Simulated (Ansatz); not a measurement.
Input

```
crystal:
  periodic: [false, false, false]
  atoms:
    - {symbol: In, position_ang: [-0.126193, 0.144960, 0.108136]}
    - {symbol: "N", position_ang: [0.933259, 0.254454, -1.627147]}
    - {symbol: "N", position_ang: [0.268494, -1.082032, 1.673581]}
    - {symbol: O, position_ang: [-1.479026, 1.566482, 0.512752]}
    - {symbol: H, position_ang: [1.405809, -0.601655, -1.907052]}
    - {symbol: H, position_ang: [0.418262, 0.604998, -2.431152]}
    - {symbol: H, position_ang: [0.543819, -2.034447, 1.449557]}
    - {symbol: H, position_ang: [-0.469699, -1.116854, 2.372326]}
    - {symbol: H, position_ang: [-1.494725, 2.264094, -0.151000]}
basis:
  gaussian: {orbitals: def2-TZVPD}
hamiltonian: {xc: {name: PBE0}}
output: {forces: true, orbitals: {seedname: orbitals}}
```

Command:

```sh
ansatz run input.yaml --threads 2 --pin off --max-ram 5220MiB --events-out events.jsonl --progress --plain --runs-dir runs
```

Geometry: PBE0-D4/def2-SVP; core potentials replace the inner electrons of In.

Theory: Ansatz 0.2.0, isolated molecule in a Gaussian basis; Kohn-Sham density functional theory, functional PBE0.

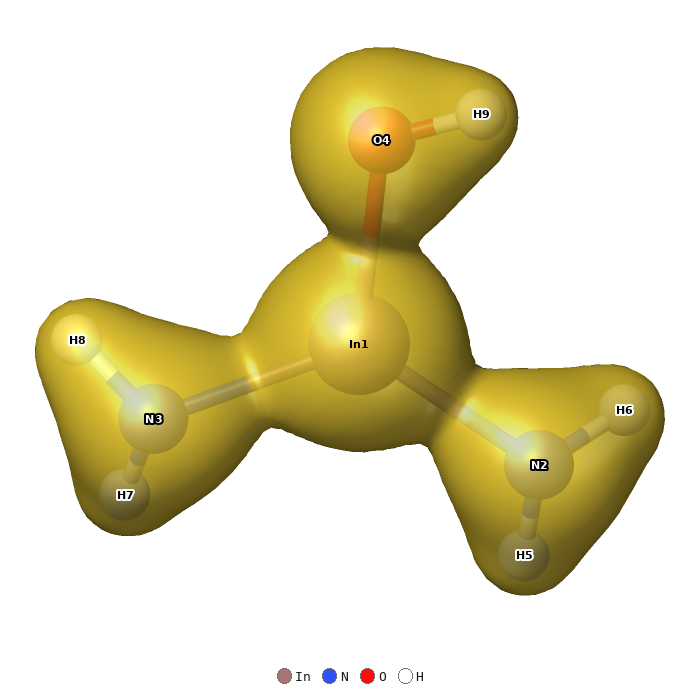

H5InN2O (SMILES [NH2][In]([NH2])[OH]). Isosurface of the electron density at 0.5 e/Å³ (yellow), seen at a tilt.

Question: What does this surface tell about the bonding?

Answer: At this value the surface is in one piece. It bridges the sampled In–O (2.00 Å), In–N (2.03 Å), O–H (0.96 Å) and N–H (1.02 Å) contacts, where the density stays above the isovalue. On the grid the lowest density along these lines, outside the cores, is 0.75 e/Å³ (In–O, 2.00 Å), 0.77 e/Å³ (In–N, 2.03 Å), 2.4 e/Å³ (O–H, 0.96 Å) and 2.2 e/Å³ (N–H, 1.02 Å).
